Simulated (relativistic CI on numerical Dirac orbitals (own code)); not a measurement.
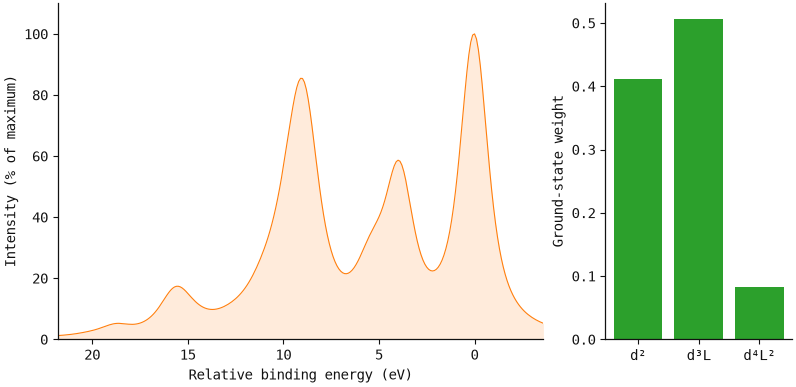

3s photoemission of nominal Cr⁴⁺ (d²) with Δ = 1.7, U_dd = 5.1, U_pd = 5.8, 10Dq = −0.4 (ligand 0), V(eg) = 0.85, V(t2g) = −1.44 eV, final-state hopping scaled by 0.8. Charge-transfer multiplet model of a cubic metal–ligand cluster, up to 2 ligand holes (L), atomic integrals computed for Dirac–Coulomb–Breit ions and scaled by 0.9, 20 K, Voigt broadening (Lorentzian 1.4 eV, Gaussian 0.8 eV). Energies are counted from the highest peak in the lower part of the range.

Question: What does the figure show?

Answer: The main maxima lie at 0.0 eV (100), 4.0 eV (59), 9.1 eV (85) and 15.5 eV (17), heights in % of the largest. The ground state is 41 % d², 51 % d³L and 8 % d⁴L², with 2.67 d electrons and S = 1.00.

Note: exchange splitting of an s hole is too large without intra-shell correlation.
